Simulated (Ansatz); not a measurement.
**Pressure series in BaTiO3**

Start from BaTiO3 (space group P4mm, No. 99; a = 3.985 Å, c = 4.204 Å).

Cell and atoms are relaxed at each pressure.

Level of theory: Ansatz (an electronic-structure program) PBE, without spin-orbit coupling, earlier PAW set.

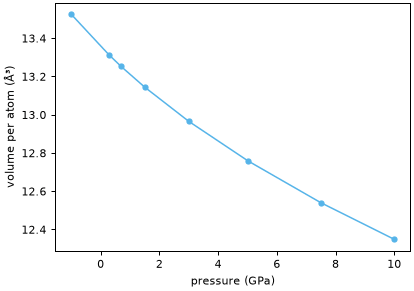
Figure: Volume against pressure

Problem. Estimate the zero-pressure bulk modulus from the plot.

Solution. About 87 GPa; a third-order Birch–Murnaghan fit to the points gives V₀ = 13.36 Å³/atom, B₀ = 87 GPa and B₀′ = 10.4.

Between the base and pressure 10 GPa the gap moves from 1.85 eV to 1.92 eV, a mean slope of 7.2 meV/GPa.

Load acts through the strain it causes; cell and atoms are relaxed under it. Stability against distortions was not tested. Competing high-pressure phases were not computed. The final runs are not spin-polarised.
